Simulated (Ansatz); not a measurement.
# MgIF: complex band structure, part 2 of 3

Wanted: the relaxed cell of MgIF, its band edges and its decay constants. It is built by putting I for part of the F in the MgF2 structure of space group P4_2/mnm, with the volume rescaled by atomic radii. The parent structure comes from the Materials Project.

Ansatz 0.2.0; LDA DFT, plane waves, PAW files (the session's first sound run).

So far. Step 2 (Cell and atoms at rest): The largest force component on a free atom ends at 5.5e-4 eV/Å.

The structure was built from a prototype and need not be the compound's stable phase.

### Step 3. The bulk crystal and its band edges

The energy window and the wavevectors of the next steps follow from the band edges, so these are searched first, off the mesh as well.

The input, input.yaml:

```yaml
crystal:
  lattice:
    - [5.5048804172, 0.0, 0.0]
    - [0.0, 6.4974133899, 0.0]
    - [0.0, 0.0, 3.6230532423]
  atoms:
    - { symbol: Mg, position: [0.5302397941, 0.6656091146, 0.5] }
    - { symbol: Mg, position: [0.0302397941, -0.1656091146, 0.0] }
    - { symbol: F, position: [0.7218955615, 0.6727632711, 0.0] }
    - { symbol: I, position: [0.7478646444, 0.0807585645, 0.5] }
    - { symbol: I, position: [0.2478646444, 0.4192414355, 0.0] }
    - { symbol: F, position: [0.2218955615, 0.8272367289, 0.5] }
kpoints:
  mp_grid: { grid: [4, 4, 6] }
  band_path: { path: [VBM, CBM], npoints: 30 }
scf:
  occupations: { method: fixed }
hamiltonian:
  xc: lda
output:
  eigenvalues: true
  write_potential: true
  write_density: true
  volumetric_format: npy
```

Command:

```bash
$ ansatz run input.yaml --threads 2 --pin off --max-ram 4096MiB --backend cpu --events-out ev --progress --plain --runs-dir out
```

Numbers of over 12 decimals in the logs are rounded to 6 here.

What it wrote:

```text
[...]
Crystal: 6 atoms, lattice volume = 129.587 Å³
Basis set: ecut = 420 eV, 2531 PW (Γ)
Bands: 41, of which v1, the nominal top of the filled ones, is band 34 counted from 1 (33 counted from 0)
Symmetry: 4 space group operations
[...]
k-points: 36 of 96 (time reversal used)
[...]
SCF iter   1: F=—  HF=-20109.364281 eV  |F-HF|=—  |Δ(HF+E_count)|=         —  Δρ=1.16e-2  dr2=1.17e-1  ethr=1.77e-3  ⟨swp⟩=5.1  Hψ=5167  notcnv=0  defer=175
[...]
SCF iter   7: F=-20109.326456 eV  HF=-20109.326456 eV  |F-HF|=5.40e-9  |Δ(HF+E_count)|=   8.34e-9  Δρ=4.06e-6  dr2=2.75e-8  ethr=1.47e-10  ⟨swp⟩=13.1  Hψ=7709  notcnv=0
SCF 1 converged in 7 iterations: F = -20109.326456 eV  dr2 = 2.75e-8
[...]
NSCF: frozen V_eff on 64 k-points
[...]
SCF converged after 7 iterations
Free energy (F): -20109.326456 eV
[...]
Internal energy: -20109.326456 eV  (E = F + TS)
E sigma→0 (E₀):  -20109.326456 eV
Fermi energy:    6.619229 eV
[...]
--- Band table (eV; the first three rows and the last of 36) ---
  k-point 0: bands = [... 30 lower, 4.5284, 4.8238, 6.0867, 6.5519, 8.1463, 8.9105, 11.4791, 12.2049, ... 3 higher]
  k-point 1: bands = [... 30 lower, 4.4447, 4.8513, 5.0033, 5.3218, 8.7774, 9.3566, 11.7022, 12.5469, ... 3 higher]
  k-point 2: bands = [... 30 lower, 4.0860, 4.2548, 4.6327, 5.1058, 9.8352, 10.1817, 11.1429, 11.8183, ... 3 higher]
  k-point 35: bands = [... 30 lower, 4.4085, 4.4085, 4.6228, 4.6228, 10.0782, 10.0782, 11.6893, 11.6893, ... 3 higher]
```

The job ended after 26 s (2 threads of Intel Xeon Platinum 8375C at 2.90GHz (Ice Lake), shared host; peak memory 0.5 GiB).

The column dr2 measures how far the density is from self-consistency, as an energy; F and HF (Harris–Foulkes) agree once it is small.

This step gave:

| Quantity | Value |
| --- | --- |
| Fermi energy | 6.619 eV |
| gap on the k-mesh | 1.527 eV |
| gap on path | 1.527 eV, by band count; negative where bands overlap |
| direct gap on path | 1.594 eV |
| edge places on path | 0, 0.4835 1/A along the path |

The electronic bands at the labelled points (eV, zero at the Fermi level (highest filled level under fixed occupations); v1 is the highest filled band, c1 the lowest empty one):

```tsv
point	v4	v3	v2	v1	c1	c2	c3	c4
VBM	-3.00	-1.65	-0.62	0.00	3.43	3.46	4.19	5.78
CBM	-2.09	-1.80	-0.53	-0.07	1.53	2.29	4.86	5.59
```

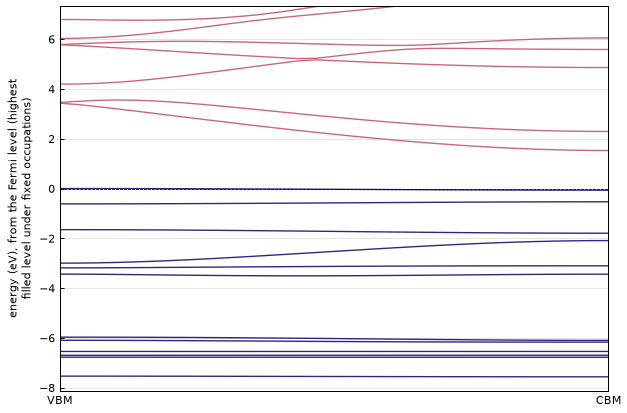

Electronic bands along the path; lines of filled and empty bands in two colours.

The searched edges give 1.53 eV, as on the mesh.

### Step 4. Complex bands, plane (010), k-mesh 4×6×4

This step: LDA DFT, plane waves, PAW files; complex bands by layer matching along the plane's normal (Ansatz 0.2.0).

The same crystal is laid in a cell whose first two vectors span the (010) plane (indices of the standard conventional cell, whose axes can be ordered otherwise than in the bulk input). At fixed energy and wavevector in the plane the solver finds all kz, real and complex. A few wavevectors are listed, (0, 0) and (0.5, 0) in units of the plane's reciprocal vectors; the slowest state needn't be among them.

The input, input.yaml:

```yaml
crystal:
  lattice:
    - [5.504880417, 0.0, 0.0]
    - [0.0, 3.623053242, 0.0]
    - [0.0, 0.0, 6.49741339]
  atoms:
    - { symbol: Mg, position: [0.5302397941, 0.5, 0.3343908854] }
    - { symbol: Mg, position: [0.0302397941, 0.0, 0.1656091146] }
    - { symbol: F, position: [0.7218955615, 0.0, 0.3272367289] }
    - { symbol: I, position: [0.7478646444, 0.5, 0.9192414355] }
    - { symbol: I, position: [0.2478646444, 0.0, 0.5807585645] }
    - { symbol: F, position: [0.2218955615, 0.5, 0.1727632711] }
kpoints:
  mp_grid: { grid: [4, 6, 4] }
scf:
  occupations: { method: fixed }
hamiltonian:
  xc: lda
output:
  eigenvalues: true
  transmission:
    leads: [[0, 0]]
    kpoints: [[0.0, 0.0], [0.5, 0.0]]
    e_range: [-1.0, 2.53]
    de: 0.06
```

What it wrote:

```text
[...]
Crystal: 6 atoms, lattice volume = 129.587 Å³
Basis set: ecut = 420 eV, 2531 PW (Γ)
Bands: 41, of which v1, the nominal top of the filled ones, is band 34 counted from 1 (33 counted from 0)
Symmetry: 4 space group operations
[...]
k-points: 36 of 96 (time reversal used)
[...]
SCF iter   1: F=—  HF=-20109.364342 eV  |F-HF|=—  |Δ(HF+E_count)|=         —  Δρ=1.16e-2  dr2=1.17e-1  ethr=1.77e-3  ⟨swp⟩=5.1  Hψ=5083  notcnv=0  defer=176
[...]
SCF iter   7: F=-20109.326456 eV  HF=-20109.326456 eV  |F-HF|=6.08e-9  |Δ(HF+E_count)|=   1.83e-8  Δρ=4.15e-6  dr2=2.90e-8  ethr=1.47e-10  ⟨swp⟩=13.2  Hψ=7581  notcnv=0
SCF 1 converged in 7 iterations: F = -20109.326456 eV  dr2 = 2.90e-8
[...]
transmission: 10 of 20 steps passed
transmission: 20 of 20 steps passed
SCF converged after 7 iterations
Free energy (F): -20109.326456 eV
[...]
Internal energy: -20109.326456 eV  (E = F + TS)
E sigma→0 (E₀):  -20109.326456 eV
Fermi energy:    6.619230 eV
[...]
--- Band table (eV; the first three rows and the last of 36) ---
  k-point 0: bands = [... 30 lower, 4.5284, 4.8238, 6.0867, 6.5519, 8.1463, 8.9105, 11.4791, 12.2049, ... 3 higher]
  k-point 1: bands = [... 30 lower, 4.0930, 4.8968, 6.0419, 6.5883, 8.7992, 9.4860, 11.7580, 11.9321, ... 3 higher]
  k-point 2: bands = [... 30 lower, 3.6212, 4.9668, 6.0026, 6.6192, 10.0480, 10.0782, 10.8119, 12.3962, ... 3 higher]
  k-point 35: bands = [... 30 lower, 4.4085, 4.4085, 4.6228, 4.6228, 10.0782, 10.0782, 11.6893, 11.6893, ... 3 higher]
--- Transmission ---
  basis      : 175 plane waves across, 10 finite elements along
  points     : 2, as listed
  energies   : 59 from -1.000000 to 2.480000 eV about the Fermi level, 0.060000 eV apart; the leads are filled to 0.763546 eV, and channels, transmission and decay are at 0.740000 eV
  crystal 0  : I2Mg2F2, at the sites [0, 0], period 6.4974 Å: whole cells are its period
    offset         : up to 0.0000 Å between an atom of the period and one for which it stands
    channels       : 0.000000e0 a spin
    conductance    : none, the energies end too early or step too widely for 300 K: set another output.transmission.e_range or a lower de, or, where they end at an eighth of basis.ecutwfc, a higher one
    slowest decay  : 0.2179 /Å at (0.0000, 0.0000)
```

Wall time 33 s (2 threads); peak memory 0.61 GiB.

This step gave:

| Quantity | Value |
| --- | --- |
| level to which the leads are filled | 0.7635 eV from the Fermi level |
| decay constant at the filling level, zone centre | 0.2179 Å⁻¹ |
| decay constant at the filling level, slowest listed point | 0.2179 Å⁻¹ |

K parallel (0, 0); values up to 1.5 1/Å, a degenerate pair printed once or twice; energies at which all values exceed this have no row. Table of Im kz of the slowest decaying states by energy, zero at the highest filled level on the SCF mesh:

```tsv
energy (eV)	decay 1 (Å⁻¹)	decay 2 (Å⁻¹)	decay 3 (Å⁻¹)	decay 4 (Å⁻¹)
-1.000	0.258	0.445	0.499	0.537
-0.520	0.107	0.272	0.436	0.611
0.020	0.176	0.265	0.411	0.717
0.500	0.239	0.377	0.764	0.831
0.980	0.189	0.330	0.871	0.990
1.520	0.0228	0.259	0.886	0.903
2.000	0.163	0.755	0.891	0.916
```

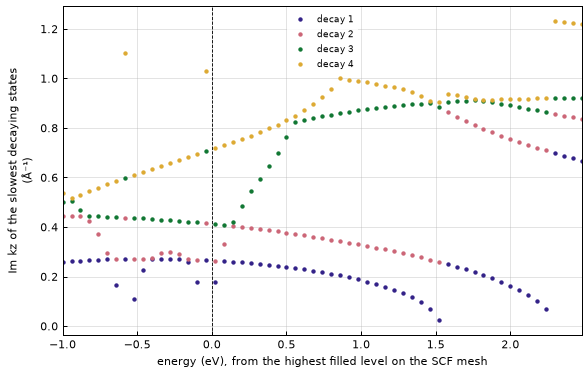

Im kz of the slowest decaying states, plotted against energy.

K parallel (0.5, 0); values up to 1.5 1/Å, a degenerate pair printed once or twice; energies at which all values exceed this have no row. Table of Im kz of the slowest decaying states by energy, zero at the highest filled level on the SCF mesh:

```tsv
energy (eV)	decay 1 (Å⁻¹)	decay 2 (Å⁻¹)	decay 3 (Å⁻¹)	decay 4 (Å⁻¹)
-1.000	0.318	0.834	1.17	1.18
-0.520	0.406	0.632	1.10	1.10
0.020	0.471	0.691	1.01	1.25
0.500	0.511	0.810	0.907	0.907
0.980	0.538	0.798	0.862	1.37
1.520	0.550	0.550	0.672	0.892
2.000	0.541	0.554	0.906	1.19
```

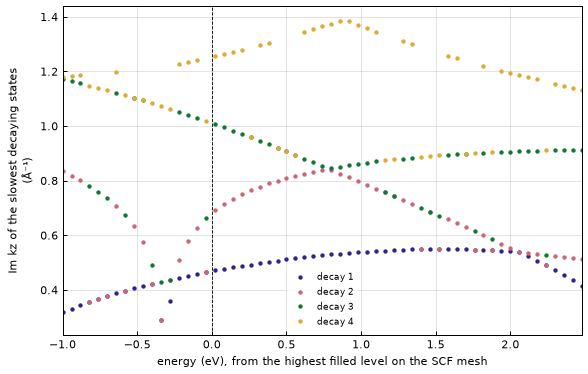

Im kz of the slowest decaying states, plotted against energy.

At the listed wavevectors the last open channel is at -0.04 eV and the next at +1.58 eV on the grid. At +0.74 eV, the grid energy nearest the filling level (the middle of the gap on the SCF mesh), the slowest state at the listed wavevectors decays with κ = 0.218 Å⁻¹, its amplitude falling by e over 4.6 Å. Through 1 nm of this crystal that state's transmission falls by exp(−2 × 0.218 Å⁻¹ × 10 Å) = 0.013.

### Step 5. Complex bands, plane (100), k-mesh 4×4×6

The same for the (100) plane, at (0, 0) and (0, -0.5), to see how the decay depends on direction.

The input, input.yaml:

```yaml
crystal:
  lattice:
    - [5.504880417, 0.0, 0.0]
    - [0.0, 6.49741339, 0.0]
    - [0.0, 0.0, 3.623053242]
  atoms:
    - { symbol: Mg, position: [0.5302397941, 0.6656091146, 0.5] }
    - { symbol: Mg, position: [0.0302397941, 0.8343908854, 0.0] }
    - { symbol: F, position: [0.7218955615, 0.6727632711, 0.0] }
    - { symbol: I, position: [0.7478646444, 0.0807585645, 0.5] }
    - { symbol: I, position: [0.2478646444, 0.4192414355, 0.0] }
    - { symbol: F, position: [0.2218955615, 0.8272367289, 0.5] }
kpoints:
  mp_grid: { grid: [4, 4, 6] }
scf:
  occupations: { method: fixed }
hamiltonian:
  xc: lda
output:
  eigenvalues: true
  transmission:
    leads: [[0, 0]]
    kpoints: [[0.0, 0.0], [0.0, -0.5]]
    e_range: [-1.0, 2.53]
    de: 0.07
```

What it wrote:

```text
[...]
Crystal: 6 atoms, lattice volume = 129.587 Å³
Basis set: ecut = 420 eV, 2531 PW (Γ)
Bands: 41, of which v1, the nominal top of the filled ones, is band 34 counted from 1 (33 counted from 0)
Symmetry: 4 space group operations
[...]
k-points: 36 of 96 (time reversal used)
[...]
SCF iter   1: F=—  HF=-20109.364281 eV  |F-HF|=—  |Δ(HF+E_count)|=         —  Δρ=1.16e-2  dr2=1.17e-1  ethr=1.77e-3  ⟨swp⟩=5.1  Hψ=5167  notcnv=0  defer=175
[...]
SCF iter   7: F=-20109.326456 eV  HF=-20109.326456 eV  |F-HF|=5.39e-9  |Δ(HF+E_count)|=   8.61e-9  Δρ=4.06e-6  dr2=2.75e-8  ethr=1.47e-10  ⟨swp⟩=13.2  Hψ=7688  notcnv=0
SCF 1 converged in 7 iterations: F = -20109.326456 eV  dr2 = 2.75e-8
[...]
transmission: 5 of 10 steps passed
transmission: 10 of 10 steps passed
SCF converged after 7 iterations
Free energy (F): -20109.326456 eV
[...]
Internal energy: -20109.326456 eV  (E = F + TS)
E sigma→0 (E₀):  -20109.326456 eV
Fermi energy:    6.619229 eV
[...]
--- Band table (eV; the first three rows and the last of 36) ---
  k-point 0: bands = [... 30 lower, 4.5284, 4.8238, 6.0867, 6.5519, 8.1463, 8.9105, 11.4791, 12.2049, ... 3 higher]
  k-point 1: bands = [... 30 lower, 4.4447, 4.8513, 5.0033, 5.3218, 8.7774, 9.3566, 11.7022, 12.5469, ... 3 higher]
  k-point 2: bands = [... 30 lower, 4.0860, 4.2548, 4.6327, 5.1058, 9.8352, 10.1817, 11.1429, 11.8183, ... 3 higher]
  k-point 35: bands = [... 30 lower, 4.4085, 4.4085, 4.6228, 4.6228, 10.0782, 10.0782, 11.6893, 11.6893, ... 3 higher]
--- Transmission ---
  basis      : 319 plane waves across, 5 finite elements along
  points     : 2, as listed
[...]
crystal 0  : Mg2F2I2, at the sites [0, 0], period 3.6231 Å: whole cells are its period
[...]
channels       : 0.000000e0 a spin
[...]
slowest decay  : 0.1456 /Å at (0.0000, 0.0000)
```

Wall time 52 s (2 threads); peak memory 1.1 GiB; 1.7 min of CPU time.

Numbers from this step:

```
decay constant at the filling level, zone centre          : 0.1456 Å⁻¹
decay constant at the filling level, slowest listed point : 0.1456 Å⁻¹
```

K parallel (0, 0); values up to 1.5 1/Å, a degenerate pair printed once or twice; energies at which all values exceed this have no row. The Im kz of the slowest decaying states by energy, zero at the highest filled level on the SCF mesh:

```tsv
energy (eV)	decay 1 (Å⁻¹)	decay 2 (Å⁻¹)	decay 3 (Å⁻¹)	decay 4 (Å⁻¹)
-1.0000	0.361	0.622	0.690	0.698
-0.7200	0.409	0.644	0.670	0.670
-0.5100	0.0339	0.433	0.649	0.654
-0.2300	0.119	0.454	0.618	0.632
-0.0200	0.0439	0.149	0.465	0.594
0.2600	0.108	0.178	0.472	0.559
0.4700	0.131	0.193	0.474	0.532
0.7500	0.146	0.208	0.473	0.492
1.0300	0.144	0.217	0.450	0.468
1.2400	0.126	0.221	0.418	0.462
1.5200	0.0230	0.220	0.379	0.423
1.7300	0.211	0.355	0.386	0.439
2.0100	0.177	0.333	0.336	0.422
2.2200	0.0991	0.307	0.323	0.406
2.5000	0.284	0.313	0.381	0.562
```

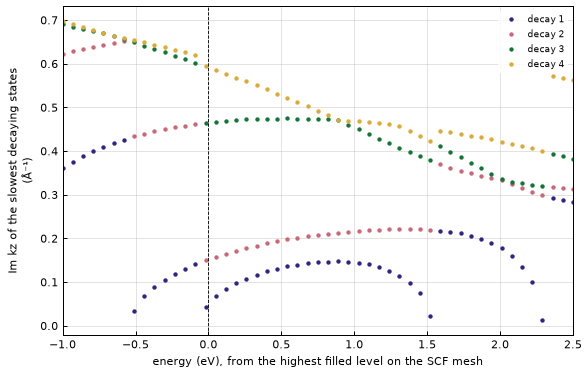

Im kz of the slowest decaying states, plotted against energy.

K parallel (0, 0). Table of Re kz of states that move upwards by energy, zero at the highest filled level on the SCF mesh:

```tsv
energy (eV)	channel 1 (Å⁻¹)	channel 2 (Å⁻¹)
-1.00	-0.235	-0.167
-0.79	-0.199	-0.119
-0.58	-0.161	-0.0496
-0.37	-0.119	-
-0.16	-0.0631	-
-0.02	-	-
0.05	-	-
0.26	-	-
0.47	-	-
0.68	-	-
0.82	-	-
1.03	-	-
1.24	-	-
1.45	-	-
1.66	0.110	-
1.87	0.194	-
2.08	0.265	-
2.29	0.329	-
2.50	0.187	0.388
```

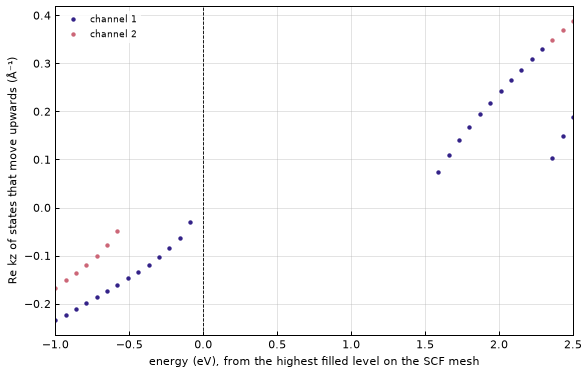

Re kz of states that move upwards against energy.

K parallel (0, -0.5); values up to 1.5 1/Å, a degenerate pair printed once or twice; energies at which all values exceed this have no row. Im kz of the slowest decaying states against energy, zero at the highest filled level on the SCF mesh:

```tsv
energy (eV)	decay 1 (Å⁻¹)	decay 2 (Å⁻¹)	decay 3 (Å⁻¹)	decay 4 (Å⁻¹)
-1.0000	0.358	0.445	0.787	0.864
-0.7200	0.411	0.472	0.773	0.843
-0.5100	0.0754	0.437	0.486	0.763
-0.2300	0.138	0.459	0.499	0.748
-0.0200	0.166	0.470	0.505	0.736
0.2600	0.111	0.193	0.478	0.509
0.4700	0.145	0.208	0.480	0.509
0.7500	0.176	0.224	0.478	0.506
1.0300	0.197	0.236	0.472	0.500
1.2400	0.209	0.242	0.465	0.493
1.5200	0.220	0.248	0.453	0.480
1.7300	0.226	0.251	0.441	0.469
2.0100	0.229	0.252	0.421	0.449
2.2200	0.229	0.251	0.404	0.432
2.5000	0.223	0.248	0.377	0.405
```

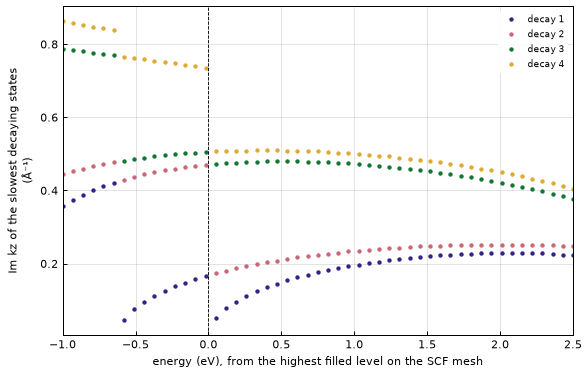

Im kz of the slowest decaying states, plotted against energy.

At the listed wavevectors the last open channel is at -0.02 eV and the next at +1.59 eV on the grid. At +0.75 eV, the grid energy nearest the filling level (the middle of the gap on the SCF mesh), the slowest state at the listed wavevectors decays with κ = 0.146 Å⁻¹, its amplitude falling by e over 6.9 Å; the first such run, plane (010), gave 0.218 Å⁻¹.

### Step 6. Band edges at another level, cutoff 500 eV

This step: r2SCAN DFT, plane waves, PAW files (Ansatz 0.2.0).

The edges again with r2SCAN, at the same atoms. Against that run the cutoff is 500 eV against 420.

The input, input.yaml:

```yaml
crystal:
  lattice:
    - [5.5048804172, 0.0, 0.0]
    - [0.0, 6.4974133899, 0.0]
    - [0.0, 0.0, 3.6230532423]
  atoms:
    - { symbol: Mg, position: [0.5302397941, 0.6656091146, 0.5] }
    - { symbol: Mg, position: [0.0302397941, -0.1656091146, 0.0] }
    - { symbol: F, position: [0.7218955615, 0.6727632711, 0.0] }
    - { symbol: I, position: [0.7478646444, 0.0807585645, 0.5] }
    - { symbol: I, position: [0.2478646444, 0.4192414355, 0.0] }
    - { symbol: F, position: [0.2218955615, 0.8272367289, 0.5] }
kpoints:
  mp_grid: { grid: [4, 4, 6] }
  band_path: { path: [VBM, CBM], npoints: 30 }
scf:
  occupations: { method: fixed }
hamiltonian:
  xc: r2scan
output:
  eigenvalues: true
```

What it wrote:

```text
[...]
Crystal: 6 atoms, lattice volume = 129.587 Å³
Basis set: ecut = 500 eV, 3287 PW (Γ), exchange–correlation on 180×192×108 points (64 copies of the dense FFT grid, shifted against one another)
Bands: 41, of which v1, the nominal top of the filled ones, is band 34 counted from 1 (33 counted from 0)
Symmetry: 4 space group operations
[...]
k-points: 36 of 96 (time reversal used)
[...]
SCF iter   1: F=—  HF=-20535.835544 eV  |F-HF|=—  |Δ(HF+E_count)|=         —  Δρ=6.31e-3  dr2=3.70e-2  dr2_τ=7.13e-2  ethr=1.77e-3  ⟨swp⟩=5.1  Hψ=5188  notcnv=0  defer=171
[...]
SCF iter   7: F=-20535.946961 eV  HF=-20535.946961 eV  |F-HF|=7.59e-9  |Δ(HF+E_count)|=   1.01e-7  Δρ=7.29e-6  dr2=6.17e-8  dr2_τ=2.36e-9  ethr=1.47e-10  ⟨swp⟩=13.2  Hψ=7017  notcnv=0
SCF 1 converged in 7 iterations: F = -20535.946961 eV  dr2 = 6.17e-8
[...]
SCF converged after 7 iterations
Free energy (F): -20535.946961 eV
[...]
Internal energy: -20535.946961 eV  (E = F + TS)
E sigma→0 (E₀):  -20535.946961 eV
Fermi energy:    6.665559 eV
[...]
--- Band table (eV; the first three rows and the last of 36) ---
  k-point 0: bands = [... 30 lower, 4.4910, 4.8198, 6.1221, 6.5985, 9.0332, 9.5891, 12.2806, 12.9679, ... 3 higher]
  k-point 1: bands = [... 30 lower, 4.4207, 4.8667, 5.0278, 5.3940, 9.6001, 10.0339, 12.5141, 13.3247, ... 3 higher]
  k-point 2: bands = [... 30 lower, 4.0889, 4.2512, 4.6079, 5.0947, 10.6623, 10.8777, 11.8482, 12.6210, ... 3 higher]
  k-point 35: bands = [... 30 lower, 4.3798, 4.3798, 4.6394, 4.6394, 10.7851, 10.7851, 12.4571, 12.4571, ... 3 higher]
```

Wall time 57 s (2 threads); peak memory 0.7 GiB; 1.9 min of CPU time.

Numbers from this step:

| Quantity | Value |
| --- | --- |
| free energy | -20535.9470 eV |
| Fermi energy | 6.666 eV |
| gap on the k-mesh | 2.368 eV |
| gap on path | 2.368 eV, by band count; negative where bands overlap |
| direct gap on path | 2.435 eV |

Electronic bands along the path, in eV, zero at the Fermi level (highest filled level under fixed occupations); v1 is the highest filled band, c1 the lowest empty one:

```tsv
point	v4	v3	v2	v1	c1	c2	c3	c4
VBM	-3.01	-1.71	-0.63	0.00	4.22	4.24	4.76	6.51
CBM	-2.17	-1.85	-0.54	-0.07	2.37	2.92	5.62	6.30
```

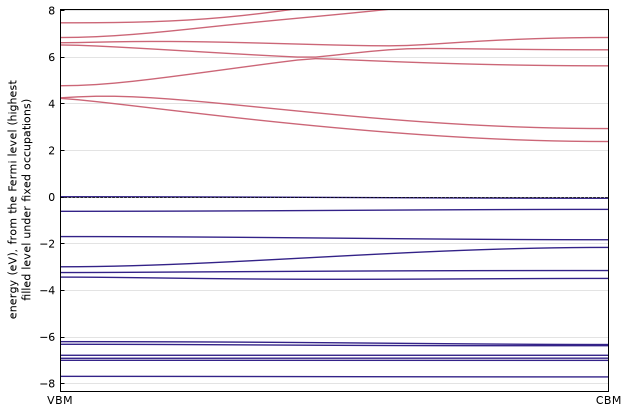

Electronic bands along the path; lines of filled and empty bands in two colours.

The searched edges give 2.37 eV, as on the mesh.

For the gap on the k-mesh, step 3 gave 1.53 eV; this run, with r2SCAN and cutoff 500 eV, gives 2.37 eV.

(Part 2 of 3 ends here.)

[Logs are printed without paths, hosts, clocks, repeated set-up lines and the standing remarks that a program may print on its own settings, such as how far it seeks lower states.]

[Hosts, paths, dates, database ids (printed as entryN), source tags and the programs' standing remarks are cut or masked in the printed files.]
